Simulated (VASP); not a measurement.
Band structure of ZrSi (space group I4_1md). These are PBE GGA, VASP's PBE PAW potentials (set 64) (plane waves; VASP) values and carry that method's errors.

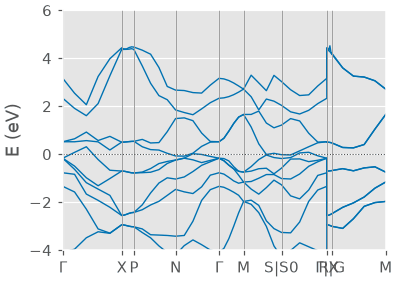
Figure: Bands along high-symmetry lines, zero at the valence-band maximum or, without a gap, the Fermi level

**Question.** Read the plot: is there a gap, and where are the band edges?

**Answer.** It has no gap at this level: it comes out as a metal or semimetal.

The structure was generated: ZrSi was put into an ordered model structure, which need not be its known phase. The cell was not relaxed at this level. The k-mesh is coarse (spacing up to 0.36 per Å, 2π included), so the numbers may not be converged in it.
